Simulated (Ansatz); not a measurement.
# AlHO2 (singlet): PBE, r2SCAN, PBE0, B3LYP, wB97M-V, B2PLYP, RPA-PBE over vertical spin and charge gaps, cc-pVDZ, part 2 of 2

Ansatz 0.2.0, Gaussian basis; cc-pVDZ, all electrons in the functionals, frozen cores in the correlation of double hybrids and RPA.

## 14. wB97M-V, charge 0, singlet

File in.yaml:

```yaml
crystal:
  periodic: [false, false, false]
  atoms:
    - {symbol: O, position_ang: [0.000000, 0.000000, -2.248625]}
    - {symbol: Al, position_ang: [0.000000, 0.000000, -0.653025]}
    - {symbol: O, position_ang: [0.000000, 0.000000, 0.977875]}
    - {symbol: H, position_ang: [0.000000, 0.000000, 1.923775]}
basis:
  gaussian: {orbitals: cc-pVDZ}
hamiltonian: {xc: {name: wB97M-V}}
output: {forces: true, orbitals: {seedname: orbitals}}
```

On the command line:

```bash
ansatz run in.yaml --threads 1 --pin off --events-out ev --progress --plain --max-ram 4096MiB --backend cpu
```

The program printed (excerpt; [...] marks lines left out):

```text
Functional definition: wB97M-V
  name "wB97M-V"
  cite "Mardirossian & Head-Gordon, J. Chem. Phys. 144, 214110 (2016) doi:10.1063/1.4952647"
  cite "Becke, J. Chem. Phys. 107, 8554 (1997) doi:10.1063/1.475007"
  cite "Vydrov & Van Voorhis, J. Chem. Phys. 133, 244103 (2010) doi:10.1063/1.3521275"
  # Of w^i u^j: cxij and so on, Table III.
[...]
  gx(w, u) = 1 - cx + cx01*u + cx10*w
  gss(w, u) = css00 + css04*u^4 + css10*w + css20*w^2 + css43*w^4*u^3
  gos(w, u) = cos00 + cos10*w + (cos20 + cos21*u)*w^2 + (cos60 + cos61*u)*w^6
[...]
      + integral(e_c_pw_mod_opposite_spin*gos(b97_w_opposite, b97_u_opposite)) + vv10(b, c)
480 factors; integrals over basis functions are off by at most 1.4e-3 eV
135 factors; integrals over basis functions are off by at most 2.0e-5 eV
[...]
mean field -10706.22152590 eV, -393.4463841391 hartree, gradient 1.7e-5 eV, S^2 0.000000; 0 other end points of the search recorded, 0 dependent functions left out
[...]
reference -10706.22156937 eV, -393.4463857367 hartree; 15, 15 occupied and 36, 36 virtual orbitals, 480 factors
Total energy: -10706.22156937 eV, -393.4463857367 hartree
Atom 0 at     0.000000     0.000000    -2.248625 Å, force     0.000000     0.000000    -1.201062 eV/Å
Atom 1 at     0.000000     0.000000    -0.653025 Å, force    -0.000000    -0.000000     0.125235 eV/Å
Atom 2 at     0.000000     0.000000     0.977875 Å, force    -0.000000     0.000000     0.765707 eV/Å
Atom 3 at     0.000000     0.000000     1.923775 Å, force     0.000000    -0.000000     0.310120 eV/Å
Dipole moment:    -0.000000    -0.000000     1.166061 e Å
```

Wall time 2.8 s (1 thread of AMD EPYC 7R13, shared host).

## 15. wB97M-V, charge 0, triplet

in.yaml: that of step 14 with these lines changed.

```diff
@@ -9,3 +9,4 @@
   gaussian: {orbitals: cc-pVDZ}
+magnetization: {spin_polarized: true, initial_magnetization: 2}
 hamiltonian: {xc: {name: wB97M-V}}
-output: {forces: true, orbitals: {seedname: orbitals}}
+output: {orbitals: {seedname: orbitals}}
```

Same command.

The program printed (excerpt; [...] marks lines left out):

```text
Functional definition: wB97M-V
  name "wB97M-V"
  cite "Mardirossian & Head-Gordon, J. Chem. Phys. 144, 214110 (2016) doi:10.1063/1.4952647"
  cite "Becke, J. Chem. Phys. 107, 8554 (1997) doi:10.1063/1.475007"
  cite "Vydrov & Van Voorhis, J. Chem. Phys. 133, 244103 (2010) doi:10.1063/1.3521275"
  # Of w^i u^j: cxij and so on, Table III.
[...]
  gx(w, u) = 1 - cx + cx01*u + cx10*w
  gss(w, u) = css00 + css04*u^4 + css10*w + css20*w^2 + css43*w^4*u^3
  gos(w, u) = cos00 + cos10*w + (cos20 + cos21*u)*w^2 + (cos60 + cos61*u)*w^6
[...]
      + integral(e_c_pw_mod_opposite_spin*gos(b97_w_opposite, b97_u_opposite)) + vv10(b, c)
480 factors; integrals over basis functions are off by at most 1.4e-3 eV
135 factors; integrals over basis functions are off by at most 2.0e-5 eV
[...]
mean field -10703.13597567 eV, -393.3329922598 hartree, gradient 5.8e-5 eV, S^2 2.002348; 1 other end points of the search recorded, 0 dependent functions left out
reference -10703.13601595 eV, -393.3329937399 hartree; 16, 14 occupied and 35, 37 virtual orbitals, 480 factors
Total energy: -10703.13601595 eV, -393.3329937399 hartree
```

Wall time 6 s (1 thread of AMD EPYC 7R13, shared host).

From the report: ⟨S²⟩ of the determinant 2.002 (pure triplet: 2.00).

From charge 0, singlet: +71.2 kcal/mol.

## 16. wB97M-V, charge 1, doublet

in.yaml: that of step 15 with these lines changed.

```diff
@@ -9,3 +9,4 @@
   gaussian: {orbitals: cc-pVDZ}
-magnetization: {spin_polarized: true, initial_magnetization: 2}
+total_charge: 1
+magnetization: {spin_polarized: true, initial_magnetization: 1}
 hamiltonian: {xc: {name: wB97M-V}}
```

Launched as before.

The program printed (excerpt; [...] marks lines left out):

```text
Functional definition: wB97M-V
  name "wB97M-V"
  cite "Mardirossian & Head-Gordon, J. Chem. Phys. 144, 214110 (2016) doi:10.1063/1.4952647"
  cite "Becke, J. Chem. Phys. 107, 8554 (1997) doi:10.1063/1.475007"
  cite "Vydrov & Van Voorhis, J. Chem. Phys. 133, 244103 (2010) doi:10.1063/1.3521275"
  # Of w^i u^j: cxij and so on, Table III.
[...]
  gx(w, u) = 1 - cx + cx01*u + cx10*w
  gss(w, u) = css00 + css04*u^4 + css10*w + css20*w^2 + css43*w^4*u^3
  gos(w, u) = cos00 + cos10*w + (cos20 + cos21*u)*w^2 + (cos60 + cos61*u)*w^6
[...]
      + integral(e_c_pw_mod_opposite_spin*gos(b97_w_opposite, b97_u_opposite)) + vv10(b, c)
480 factors; integrals over basis functions are off by at most 1.4e-3 eV
135 factors; integrals over basis functions are off by at most 2.0e-5 eV
[...]
mean field -10696.46768312 eV, -393.0879370286 hartree, gradient 4.7e-5 eV, S^2 0.753074; 1 other end points of the search recorded, 0 dependent functions left out
reference -10696.46772828 eV, -393.0879386879 hartree; 15, 14 occupied and 36, 37 virtual orbitals, 480 factors
Total energy: -10696.46772828 eV, -393.0879386879 hartree
```

It took 4.8 s on 1 thread of AMD EPYC 7R13, shared host.

From the report: ⟨S²⟩ of the determinant 0.753 (pure doublet: 0.75).

From charge 0, singlet: +224.9 kcal/mol.

## 17. B2PLYP, charge 0, singlet

in.yaml: that of step 16 with these lines changed.

```diff
@@ -9,5 +9,3 @@
   gaussian: {orbitals: cc-pVDZ}
-total_charge: 1
-magnetization: {spin_polarized: true, initial_magnetization: 1}
-hamiltonian: {xc: {name: wB97M-V}}
-output: {orbitals: {seedname: orbitals}}
+hamiltonian: {xc: {name: B2PLYP}}
+correlation: {electrons: outside_noble_gas}
```

Launched as before.

The program printed (excerpt; [...] marks lines left out):

```text
Functional definition: B2PLYP
  name "B2PLYP"
  cite "Grimme, J. Chem. Phys. 124, 034108 (2006) doi:10.1063/1.2148954"
  cite "Becke, Phys. Rev. A 38, 3098 (1988) doi:10.1103/PhysRevA.38.3098"
  cite "Lee, Yang & Parr, Phys. Rev. B 37, 785 (1988) doi:10.1103/PhysRevB.37.785"
[...]
480 factors; integrals over basis functions are off by at most 1.4e-3 eV
[...]
mean field -10697.11697774 eV, -393.1117981658 hartree, gradient 1.1e-6 eV, S^2 0.000000; 1 other end points of the search recorded, 0 dependent functions left out
7 core orbitals not correlated: weight in the atoms' cores, before any rotation towards them, 1.000 or more for the frozen orbitals, at most 0.000 for the correlated occupied ones
reference -10697.11710340 eV, -393.1118027837 hartree; 8, 8 occupied and 36, 36 virtual orbitals, 480 factors
second order -15.30282511 eV of doubles, -0.00000000 eV of singles
Total energy: -10701.24886618 eV, -393.2636422652 hartree
```

It took 1.3 s on 1 thread of AMD EPYC 7R13, shared host.

## 18. B2PLYP, charge 0, triplet

in.yaml: that of step 17 with these lines changed.

```diff
@@ -9,2 +9,3 @@
   gaussian: {orbitals: cc-pVDZ}
+magnetization: {spin_polarized: true, initial_magnetization: 2}
 hamiltonian: {xc: {name: B2PLYP}}
```

Same command.

The program printed (excerpt; [...] marks lines left out):

```text
Functional definition: B2PLYP
  name "B2PLYP"
  cite "Grimme, J. Chem. Phys. 124, 034108 (2006) doi:10.1063/1.2148954"
  cite "Becke, Phys. Rev. A 38, 3098 (1988) doi:10.1103/PhysRevA.38.3098"
  cite "Lee, Yang & Parr, Phys. Rev. B 37, 785 (1988) doi:10.1103/PhysRevB.37.785"
[...]
480 factors; integrals over basis functions are off by at most 1.4e-3 eV
[...]
mean field -10694.60037592 eV, -393.0193147546 hartree, gradient 2.7e-6 eV, S^2 2.004626; 2 other end points of the search recorded, 0 dependent functions left out
7 core orbitals not correlated: weight in the atoms' cores, before any rotation towards them, 1.000 or more for the frozen orbitals, at most 0.000 for the correlated occupied ones
reference -10694.60050366 eV, -393.0193194488 hartree; 9, 7 occupied and 35, 37 virtual orbitals, 480 factors
second order -12.45355077 eV of doubles, -0.00000000 eV of singles
Total energy: -10697.96296236 eV, -393.1428875272 hartree
```

Wall time 1.7 s (1 thread of AMD EPYC 7R13, shared host).

From the report: ⟨S²⟩ of the determinant 2.005 (pure triplet: 2.00).

From charge 0, singlet: +75.8 kcal/mol.

## 19. B2PLYP, charge 1, doublet

in.yaml: that of step 18 with these lines changed.

```diff
@@ -9,3 +9,4 @@
   gaussian: {orbitals: cc-pVDZ}
-magnetization: {spin_polarized: true, initial_magnetization: 2}
+total_charge: 1
+magnetization: {spin_polarized: true, initial_magnetization: 1}
 hamiltonian: {xc: {name: B2PLYP}}
```

Launched as before.

The program printed (excerpt; [...] marks lines left out):

```text
Functional definition: B2PLYP
  name "B2PLYP"
  cite "Grimme, J. Chem. Phys. 124, 034108 (2006) doi:10.1063/1.2148954"
  cite "Becke, Phys. Rev. A 38, 3098 (1988) doi:10.1103/PhysRevA.38.3098"
  cite "Lee, Yang & Parr, Phys. Rev. B 37, 785 (1988) doi:10.1103/PhysRevB.37.785"
[...]
480 factors; integrals over basis functions are off by at most 1.4e-3 eV
[...]
mean field -10688.08040646 eV, -392.7797102962 hartree, gradient 1.7e-6 eV, S^2 0.753475; 2 other end points of the search recorded, 0 dependent functions left out
7 core orbitals not correlated: weight in the atoms' cores, before any rotation towards them, 1.000 or more for the frozen orbitals, at most 0.000 for the correlated occupied ones
reference -10688.08053321 eV, -392.7797149541 hartree; 8, 7 occupied and 36, 37 virtual orbitals, 480 factors
second order -12.26301463 eV of doubles, -0.00000000 eV of singles
Total energy: -10691.39154715 eV, -392.9013924725 hartree
```

Wall time 2.1 s (1 thread of AMD EPYC 7R13, shared host).

From the report: ⟨S²⟩ of the determinant 0.753 (pure doublet: 0.75).

From charge 0, singlet: +227.3 kcal/mol.

## 20. RPA-PBE, charge 0, singlet

in.yaml: that of step 19 with these lines changed.

```diff
@@ -9,5 +9,3 @@
   gaussian: {orbitals: cc-pVDZ}
-total_charge: 1
-magnetization: {spin_polarized: true, initial_magnetization: 1}
-hamiltonian: {xc: {name: B2PLYP}}
-correlation: {electrons: outside_noble_gas}
+hamiltonian: {xc: {name: PBE}}
+correlation: {method: rpa, electrons: outside_noble_gas}
```

Same command.

The program printed (excerpt; [...] marks lines left out):

```text
Functional definition: PBE
  name "PBE"
  cite "Perdew, Burke & Ernzerhof, Phys. Rev. Lett. 77, 3865 (1996) doi:10.1103/PhysRevLett.77.3865"
  parent pbe
[...]
480 factors; integrals over basis functions are off by at most 1.4e-3 eV
[...]
mean field -10699.74037547 eV, -393.2082062541 hartree, gradient 2.8e-6 eV, S^2 0.000000; 0 other end points of the search recorded, 0 dependent functions left out
7 core orbitals not correlated: weight in the atoms' cores, before any rotation towards them, 0.999 or more for the frozen orbitals, at most 0.000 for the correlated occupied ones
reference -10672.37276669 eV, -392.2024651816 hartree; 8, 8 occupied and 36, 36 virtual orbitals, 480 factors
Total energy: -10690.22192982 eV, -392.8584098281 hartree
```

It took 1 s on 1 thread of AMD EPYC 7R13, shared host.

## 21. RPA-PBE, charge 0, triplet

in.yaml: that of step 20 with these lines changed.

```diff
@@ -9,2 +9,3 @@
   gaussian: {orbitals: cc-pVDZ}
+magnetization: {spin_polarized: true, initial_magnetization: 2}
 hamiltonian: {xc: {name: PBE}}
```

Launched as before.

The program printed (excerpt; [...] marks lines left out):

```text
Functional definition: PBE
  name "PBE"
  cite "Perdew, Burke & Ernzerhof, Phys. Rev. Lett. 77, 3865 (1996) doi:10.1103/PhysRevLett.77.3865"
  parent pbe
[...]
480 factors; integrals over basis functions are off by at most 1.4e-3 eV
[...]
mean field -10696.54789353 eV, -393.0908847068 hartree, gradient 7.7e-6 eV, S^2 2.002772; 10 other end points of the search recorded, 0 dependent functions left out
7 core orbitals not correlated: weight in the atoms' cores, before any rotation towards them, 0.999 or more for the frozen orbitals, at most 0.000 for the correlated occupied ones
reference -10670.44897940 eV, -392.1317673028 hartree; 9, 7 occupied and 35, 37 virtual orbitals, 480 factors
Total energy: -10687.14438061 eV, -392.7453119806 hartree
```

It took 6 s on 1 thread of AMD EPYC 7R13, shared host.

From the report: ⟨S²⟩ of the determinant 2.003 (pure triplet: 2.00).

From charge 0, singlet: +71.0 kcal/mol.

## 22. RPA-PBE, charge 1, doublet

in.yaml: that of step 21 with these lines changed.

```diff
@@ -9,3 +9,4 @@
   gaussian: {orbitals: cc-pVDZ}
-magnetization: {spin_polarized: true, initial_magnetization: 2}
+total_charge: 1
+magnetization: {spin_polarized: true, initial_magnetization: 1}
 hamiltonian: {xc: {name: PBE}}
```

The command is unchanged.

The program printed (excerpt; [...] marks lines left out):

```text
Functional definition: PBE
  name "PBE"
  cite "Perdew, Burke & Ernzerhof, Phys. Rev. Lett. 77, 3865 (1996) doi:10.1103/PhysRevLett.77.3865"
  parent pbe
[...]
480 factors; integrals over basis functions are off by at most 1.4e-3 eV
[...]
mean field -10689.71178390 eV, -392.8396623113 hartree, gradient 5.3e-6 eV, S^2 0.753739; 6 other end points of the search recorded, 0 dependent functions left out
7 core orbitals not correlated: weight in the atoms' cores, before any rotation towards them, 1.000 or more for the frozen orbitals, at most 0.000 for the correlated occupied ones
reference -10664.09616860 eV, -391.8983058119 hartree; 8, 7 occupied and 36, 37 virtual orbitals, 480 factors
Total energy: -10680.45002263 eV, -392.4992988627 hartree
```

Run time: 5.5 s. Hardware: 1 thread of AMD EPYC 7R13, shared host.

From the report: ⟨S²⟩ of the determinant 0.754 (pure doublet: 0.75).

From charge 0, singlet: +225.3 kcal/mol.

## 23. The comparison

The yardstick is UCCSDT(Q), where the cluster series has nearly closed. It and the other wave-function rows come from earlier runs at the same points. Energies in kcal/mol, counted from charge 0, singlet; blanks weren't run or aren't comparable.

| level | singlet to triplet | ionisation to the doublet cation |
| --- | --- | --- |
| UCCSDT(Q) | 75.7 | 222.6 |
| PBE | 73.6 | 231.3 |
| r2SCAN | 70.2 | 227.7 |
| PBE0 | 67.3 | 225.4 |
| B3LYP | 70.2 | 227.8 |
| wB97M-V | 71.2 | 224.9 |
| B2PLYP | 75.8 | 227.3 |
| RPA-PBE | 71.0 | 225.3 |
| RHF | 42.5 | 181.9 |
| UHF | 39.6 | 179.8 |
| RMP2 | 84.2 | 228.7 |
| UMP2 | 84.3 | 228.7 |
| RCCSD | 72.0 | 218.1 |
| RCCSD(T) | 75.0 | 221.8 |
| UCCSD(T) | 75.0 | 221.8 |
| RCCSDT(Q) | 75.8 | 222.7 |

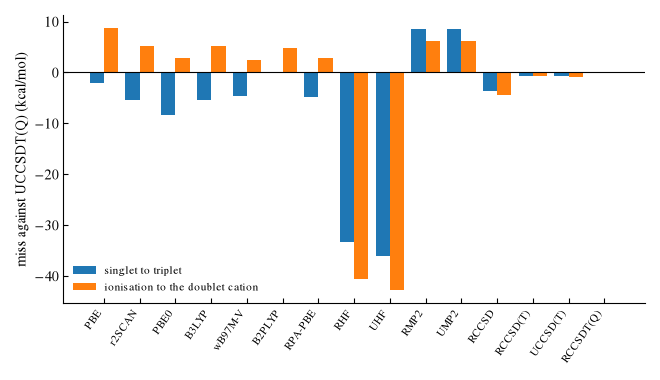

Misses of the gaps against UCCSDT(Q).

Largest miss and mean time a point (UCCSDT(Q) took 10 s a point; shared hosts):

| level | largest miss (kcal/mol) | where | time a point |
| --- | --- | --- | --- |
| PBE | +8.7 | ionisation to the doublet cation | 3.1 s |
| r2SCAN | -5.5 | singlet to triplet | 3.5 s |
| PBE0 | -8.4 | singlet to triplet | 1.2 s |
| B3LYP | -5.5 | singlet to triplet | 1.2 s |
| wB97M-V | -4.6 | singlet to triplet | 4.5 s |
| B2PLYP | +4.8 | ionisation to the doublet cation | 1.7 s |
| RPA-PBE | -4.7 | singlet to triplet | 4.2 s |
| RHF | -40.6 | ionisation to the doublet cation |  |
| UHF | -42.8 | ionisation to the doublet cation |  |
| RMP2 | +8.5 | singlet to triplet |  |
| UMP2 | +8.6 | singlet to triplet |  |
| RCCSD | -4.5 | ionisation to the doublet cation |  |
| RCCSD(T) | -0.8 | ionisation to the doublet cation | 3.4 s |
| UCCSD(T) | -0.8 | ionisation to the doublet cation | 4.8 s |
| RCCSDT(Q) | +0.1 | singlet to triplet | 9 s |

## 24. Results

The summary covers parts 1 to 2.

```
                                   quantity                                             value
              singlet to triplet, UCCSDT(Q)                                     75.7 kcal/mol
ionisation to the doublet cation, UCCSDT(Q)                                    222.6 kcal/mol
                          largest miss, PBE  +8.7 kcal/mol (ionisation to the doublet cation)
                       largest miss, r2SCAN                -5.5 kcal/mol (singlet to triplet)
                         largest miss, PBE0                -8.4 kcal/mol (singlet to triplet)
                        largest miss, B3LYP                -5.5 kcal/mol (singlet to triplet)
                      largest miss, wB97M-V                -4.6 kcal/mol (singlet to triplet)
                       largest miss, B2PLYP  +4.8 kcal/mol (ionisation to the doublet cation)
                      largest miss, RPA-PBE                -4.7 kcal/mol (singlet to triplet)
                     largest miss, RCCSD(T)  -0.8 kcal/mol (ionisation to the doublet cation)
                     largest miss, UCCSD(T)  -0.8 kcal/mol (ionisation to the doublet cation)
```

What this shows: Of the functionals, wB97M-V keep the smallest largest miss at the points compared (at most 4.6 kcal/mol) and PBE strays most (8.7 kcal/mol, at ionisation to the doublet cation). Functionals and the yardstick converge differently with the basis, so part of each miss in cc-pVDZ is the basis.
